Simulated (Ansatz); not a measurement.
```json
{"atom": "C", "x (Å)": "-0.6257", "y (Å)": "2.3915", "z (Å)": "0.7767"}
{"atom": "C", "x (Å)": "-1.2331", "y (Å)": "2.0528", "z (Å)": "-0.2844"}
{"atom": "In", "x (Å)": "0.1544", "y (Å)": "0.1805", "z (Å)": "0.4762"}
{"atom": "Te", "x (Å)": "-2.0257", "y (Å)": "1.1301", "z (Å)": "-1.9712"}
```

Geometry: B3LYP-D3(BJ)/def2-SVPD; core potentials replace the inner electrons of In and Te.

Theory: Ansatz 0.2.0, isolated molecule in a Gaussian basis; Kohn-Sham density functional theory, functional PBE0.

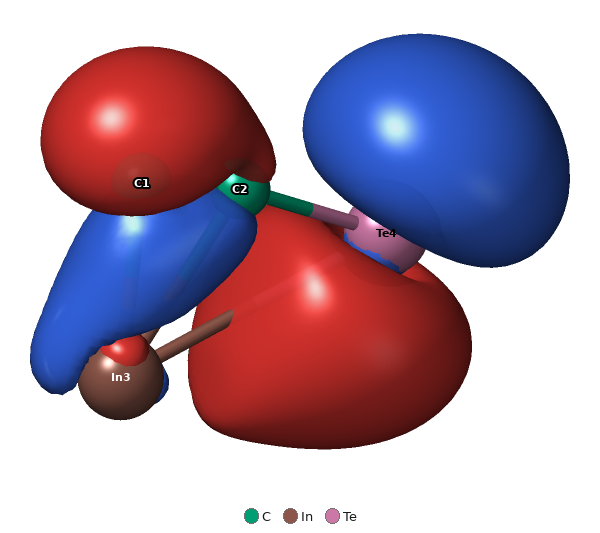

C₂InTe (SMILES [C-]1=[C]2[Te][In]12) (charge −1). The HOMO−1 at ±0.08 Å⁻³ᐟ² (red and blue are the two phases), seen at a tilt.

Question: Where does this orbital lie, and at what energy?

Answer: By Hirshfeld shares it lies mainly on Te4 (about 65 %), C1 (about 15 %) and In3 (about 10 %); it is symmetric in the molecular plane (an in-plane orbital: σ, lone-pair or in-plane π type). Its energy is −1.51 eV.
